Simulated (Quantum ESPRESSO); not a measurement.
**Magnetic state of CuO (Tenorite) from several starts**

Does CuO (Tenorite) prefer parallel or opposed moments?

Program: Quantum ESPRESSO 7.5. Level of theory: LDA with U = 6 eV on Cu d (ortho-atomic projectors); plane waves with GBRV 1.5 LDA potentials, no spin-orbit coupling. Results are calculated unless marked as measured.

**1. The starting structure**

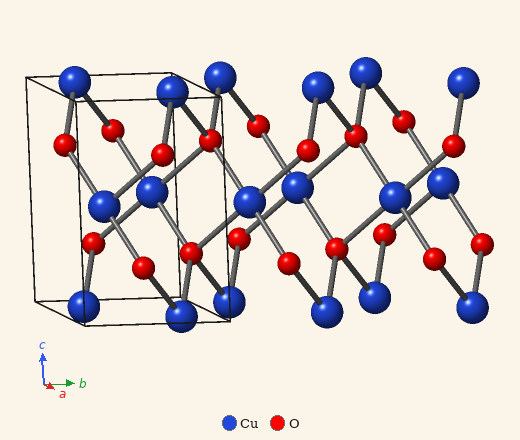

The cell as given, slightly off an axis (copper blue, oxygen red). 1×3×1 cells are drawn. This picture shows the conventional cell, with its axes. Some periodic images of atoms are drawn too.

The cell comes from the Crystallography Open Database.

**2. Run 1 (ferro ++)**

The signs are those of the starting moments on the seeded atoms, the atoms that are given a moment.

The input, pw.in:

```
&CONTROL
  calculation = 'scf'
  prefix = 'pwscf'
  outdir = './tmp'
  pseudo_dir = './pseudo'
  disk_io = 'nowf'
/
&SYSTEM
  ibrav = 0
  nat = 4
  ntyp = 2
  ecutwfc = 40
  ecutrho = 280
  nbnd = 35
  occupations = 'smearing'
  smearing = 'fd'
  degauss = 0.00367493
  nspin = 2
  starting_magnetization(1) = 0.0526
  starting_magnetization(2) = 0
/
&ELECTRONS
  conv_thr = 8d-09
  electron_maxstep = 150
  mixing_beta = 0.3
/
ATOMIC_SPECIES
Cu     63.5460 cu_lda_v1.2.uspp.F.UPF
O      15.9990 o_lda_v1.2.uspp.F.UPF
CELL_PARAMETERS angstrom
   2.3418500000   -1.7113000000    0.0000000000
   2.3418500000    1.7113000000    0.0000000000
  -0.8500274268    0.0000000000    5.0578693947
ATOMIC_POSITIONS crystal
Cu      0.0000000000    0.5000000000    0.0000000000
Cu      0.5000000000    0.0000000000    0.5000000000
O       0.5816000000    0.4184000000    0.2500000000
O       0.4184000000    0.5816000000    0.7500000000
K_POINTS automatic
8 8 4 0 0 0
HUBBARD {ortho-atomic}
U Cu-3d 6.0000
```

Started as:

```console
$ OMP_NUM_THREADS=1 mpirun -n 4 pw.x -nk 4 -in pw.in > pw.out
```

The log of the run:

```text
Program PWSCF v.7.5 starts

     Message from routine setup:
     using ibrav=0 with symmetry is DISCOURAGED, use correct ibrav instead

     K-points division:     npool     =       4
     Subspace diagonalization in iterative solution of the eigenvalue problem:

     G-vector sticks info
     --------------------
     sticks:   dense  smooth     PW     G-vecs:    dense   smooth      PW
     Sum         643     361    125                21647     9325    1767

     Using Slab Decomposition

     bravais-lattice index     =            0
     lattice parameter (alat)  =       5.4811  a.u.
     unit-cell volume          =     273.5769 (a.u.)^3
     number of atoms/cell      =            4
     number of atomic types    =            2
     number of electrons       =        50.00
     number of Kohn-Sham states=           35
     kinetic-energy cutoff     =      40.0000  Ry
     charge density cutoff     =     280.0000  Ry
     scf convergence threshold =      8.0E-09
     mixing beta               =       0.3000
     number of iterations used =            8  plain     mixing
     Exchange-correlation= SLA  PZ   NOGX NOGC
                           (   1   1   0   0   0   0   0)
     Hubbard projectors: ortho-atomic
     Hubbard parameters of DFT+U (Dudarev formulation) in eV:
     U(Cu-3d) =  6.0000

     Internal variables: lda_plus_u =T, lda_plus_u_kind = 0

     Internal variables: orbital_resolved =F, hub_pot_fix =F, apply_U = F

     celldm(1)=   5.481121  celldm(2)=   0.000000  celldm(3)=   0.000000
     celldm(4)=   0.000000  celldm(5)=   0.000000  celldm(6)=   0.000000

     crystal axes: (cart. coord. in units of alat)
               a(1) = (   0.807400  -0.590005   0.000000 )
               a(2) = (   0.807400   0.590005   0.000000 )
               a(3) = (  -0.293064   0.000000   1.743802 )

     reciprocal axes: (cart. coord. in units 2 pi/alat)
               b(1) = (  0.619272 -0.847451  0.104075 )
               b(2) = (  0.619272  0.847451  0.104075 )
               b(3) = ( -0.000000  0.000000  0.573460 )

     PseudoPot. # 1 for Cu read from file:
     cu_lda_v1.2.uspp.F.UPF
     Pseudo is Ultrasoft + core correction, Zval = 19.0
     Generated by new atomic code, or converted to UPF format
     Using radial grid of  867 points,  6 beta functions with:
                l(1) =   0
                l(2) =   0
                l(3) =   1
                l(4) =   1
                l(5) =   2
                l(6) =   2
     Q(r) pseudized with  8 coefficients,  rinner =    1.150   1.150   1.150
                                                       1.150   1.150

     PseudoPot. # 2 for O  read from file:
     o_lda_v1.2.uspp.F.UPF
     Pseudo is Ultrasoft + core correction, Zval =  6.0
     Generated by new atomic code, or converted to UPF format
     Using radial grid of  737 points,  5 beta functions with:
                l(1) =   0
                l(2) =   0
                l(3) =   1
                l(4) =   1
                l(5) =   2
     Q(r) pseudized with  8 coefficients,  rinner =    0.900   0.900   0.900
                                                       0.900   0.900

     atomic species   valence    mass     pseudopotential
     Cu               19.00    63.54600     Cu( 1.00)
     O                 6.00    15.99900     O ( 1.00)

     Starting magnetic structure
     atomic species   magnetization
     Cu              0.053
     O               0.000

      4 Sym. Ops., with inversion, found ( 2 have fractional translation)

   Cartesian axes

     site n.     atom                  positions (alat units)
         1        Cu     tau(   1) = (   0.4036998   0.2950025   0.0000000  )
         2        Cu     tau(   2) = (   0.2571678  -0.2950025   0.8719008  )
         3        O      tau(   3) = (   0.7341337  -0.0962888   0.4359504  )
         4        O      tau(   4) = (   0.5876017   0.0962888   1.3078513  )

     number of k points=    78  Fermi-Dirac smearing, width (Ry)=  0.0037
                       cart. coord. in units 2pi/alat
        k(    1) = (   0.0000000   0.0000000   0.0000000), wk =   0.0039062
        k(    2) = (   0.0000000   0.0000000   0.1433649), wk =   0.0078125
        k(    3) = (   0.0000000   0.0000000  -0.2867299), wk =   0.0039062
        k(    4) = (   0.0774090   0.1059313   0.0130094), wk =   0.0156250
        k(    5) = (   0.0774090   0.1059313   0.1563743), wk =   0.0156250
        [... 73 further k-points ...]

     Dense  grid:    21647 G-vectors     FFT dimensions: (  30,  30,  54)

     Smooth grid:     9325 G-vectors     FFT dimensions: (  24,  24,  40)

     Check: negative core charge=   -0.000003
     Generating pointlists ...
     new r_m :   0.2774 (alat units)  1.5207 (a.u.) for type    1
     new r_m :   0.2774 (alat units)  1.5207 (a.u.) for type    2

     Initial potential from superposition of free atoms

     starting charge      48.0000, renormalised to      50.0000

     STARTING HUBBARD OCCUPATIONS:

     =================== HUBBARD OCCUPATIONS ===================
     ------------------------ ATOM    1 ------------------------
     Tr[ns(  1)] (up, down, total) =   5.00000  3.00000  8.00000
     Atomic magnetic moment for atom   1 =   2.00000
     [... lines left out ...]
     ------------------------ ATOM    2 ------------------------
     Tr[ns(  2)] (up, down, total) =   5.00000  3.00000  8.00000
     Atomic magnetic moment for atom   2 =   2.00000
     [... lines left out ...]
     Number of occupied Hubbard levels =   16.0000

     Atomic wfc used for Hubbard projectors are orthogonalized

     Starting wfcs are   34 randomized atomic wfcs +    1 random wfcs

     Self-consistent Calculation

     iteration #  1     ecut=    40.00 Ry     beta= 0.30
     Davidson diagonalization with overlap
     ethr =  1.00E-02,  avg # of iterations =  5.5

     =================== HUBBARD OCCUPATIONS ===================
     ------------------------ ATOM    1 ------------------------
     Tr[ns(  1)] (up, down, total) =   4.77742  3.73574  8.51315
     Atomic magnetic moment for atom   1 =   1.04168
     [... lines left out ...]
     ------------------------ ATOM    2 ------------------------
     Tr[ns(  2)] (up, down, total) =   4.77742  3.73574  8.51315
     Atomic magnetic moment for atom   2 =   1.04168
     [... lines left out ...]
     Number of occupied Hubbard levels =   17.0263

     total energy              =    -870.21456739 Ry
     estimated scf accuracy    <       3.69779116 Ry

     total magnetization       =     2.06 Bohr mag/cell
     absolute magnetization    =     2.54 Bohr mag/cell

     iteration #  2     ecut=    40.00 Ry     beta= 0.30
     Davidson diagonalization with overlap
     ethr =  7.40E-03,  avg # of iterations =  2.1

     total energy              =    -871.18033867 Ry
     estimated scf accuracy    <       0.98691701 Ry

     total magnetization       =     1.13 Bohr mag/cell
     absolute magnetization    =     1.21 Bohr mag/cell

     iteration #  3     ecut=    40.00 Ry     beta= 0.30
     Davidson diagonalization with overlap
     ethr =  1.97E-03,  avg # of iterations =  1.0

     total energy              =    -871.30074851 Ry
     estimated scf accuracy    <       0.06442270 Ry

     total magnetization       =     1.99 Bohr mag/cell
     absolute magnetization    =     2.05 Bohr mag/cell

     [... further iterations left out ...]

     iteration # 12     ecut=    40.00 Ry     beta= 0.30
     Davidson diagonalization with overlap
     ethr =  7.56E-10,  avg # of iterations =  1.5

     total energy              =    -871.31452646 Ry
     estimated scf accuracy    <       0.00000012 Ry

     total magnetization       =     1.99 Bohr mag/cell
     absolute magnetization    =     2.07 Bohr mag/cell

     iteration # 13     ecut=    40.00 Ry     beta= 0.30
     Davidson diagonalization with overlap
     ethr =  2.33E-10,  avg # of iterations =  2.0

     total energy              =    -871.31452653 Ry
     estimated scf accuracy    <       0.00000006 Ry

     total magnetization       =     1.99 Bohr mag/cell
     absolute magnetization    =     2.07 Bohr mag/cell

     iteration # 14     ecut=    40.00 Ry     beta= 0.30
     Davidson diagonalization with overlap
     ethr =  1.26E-10,  avg # of iterations =  1.5

     total energy              =    -871.31452656 Ry
     estimated scf accuracy    <          9.7E-09 Ry

     total magnetization       =     1.99 Bohr mag/cell
     absolute magnetization    =     2.07 Bohr mag/cell

     iteration # 15     ecut=    40.00 Ry     beta= 0.30
     Davidson diagonalization with overlap
     ethr =  1.94E-11,  avg # of iterations =  2.0

     Magnetic moment per site  (integrated on atomic sphere of radius R)
     atom   1 (R=0.277)  charge= 16.4304  magn=  0.6708
     atom   2 (R=0.277)  charge= 16.4304  magn=  0.6708
     atom   3 (R=0.277)  charge=  5.3368  magn=  0.3023
     atom   4 (R=0.277)  charge=  5.3368  magn=  0.3023

     End of self-consistent calculation

     =================== HUBBARD OCCUPATIONS ===================
     ------------------------ ATOM    1 ------------------------
     Tr[ns(  1)] (up, down, total) =   4.93301  4.28468  9.21769
     Atomic magnetic moment for atom   1 =   0.64833
     [... lines left out ...]
     ------------------------ ATOM    2 ------------------------
     Tr[ns(  2)] (up, down, total) =   4.93301  4.28468  9.21769
     Atomic magnetic moment for atom   2 =   0.64833
     [... lines left out ...]
     Number of occupied Hubbard levels =   18.4354

     Number of k-points >= 100: set verbosity='high' to print the bands.

     the Fermi energy is    11.2698 ev

!    total energy              =    -871.31452657 Ry
     estimated scf accuracy    <          2.9E-09 Ry
     smearing contrib. (-TS)   =      -0.00009551 Ry
     internal energy E=F+TS    =    -871.31443105 Ry

     The total energy is F=E-TS. E is the sum of the following terms:
     one-electron contribution =    -620.43060574 Ry
     hartree contribution      =     336.92728237 Ry
     xc contribution           =     -90.81022644 Ry
     ewald contribution        =    -497.16893300 Ry
     Hubbard energy            =       0.16805176 Ry

     total magnetization       =     1.99 Bohr mag/cell
     absolute magnetization    =     2.07 Bohr mag/cell

     convergence has been achieved in  15 iterations

=------------------------------------------------------------------------------=
   JOB DONE.
=------------------------------------------------------------------------------=
```

The job ended after 31 s (4 MPI ranks of Intel Xeon Platinum 8488C (Sapphire Rapids), shared host; peak memory 0.46 GiB).

Spin moment in the atom's sphere by atom:

```
atom  spin moment in the atom's sphere (μB)
 Cu1                                  0.671
 Cu2                                  0.671
  O3                                  0.302
  O4                                  0.302
```

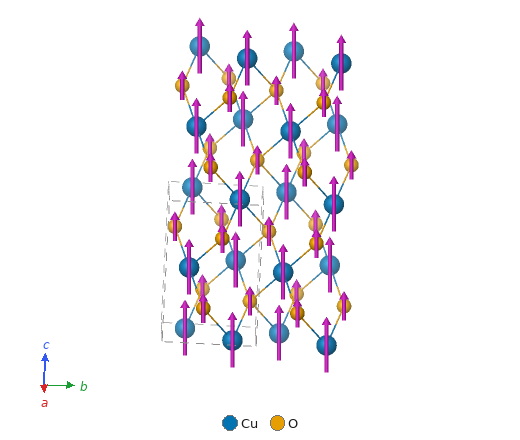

Spin moment in the atom's sphere as arrows, the longest 0.671 μB. Up and down stand for the sign. Arrows give size and sign along the axis of quantisation, drawn up and down the page. 1×2×2 conventional cells are drawn. Some periodic images of atoms are drawn too.

Numbers from this step:

```yaml
smearing_term_ts: 0.001300 eV
magnetization: 1.992 μB
absolute_magnetization: 2.069 μB
final_state: ferromagnetic
```

(Continued in part 2 of 2.)

[Logs and program files are shortened in this print: banners, set-up blocks, solver, clock and traceback lines can be left out without a mark of their own.]

[Logs are printed without paths, hosts, clocks, repeated set-up lines and the standing remarks that a program may print on its own settings, such as how far it seeks lower states.]

[Hosts, paths, dates, database ids (printed as entryN), source tags and the programs' standing remarks are cut or masked in the printed files.]

[Where a cell is said to come from a database of computed structures, the database is the Materials Project.]
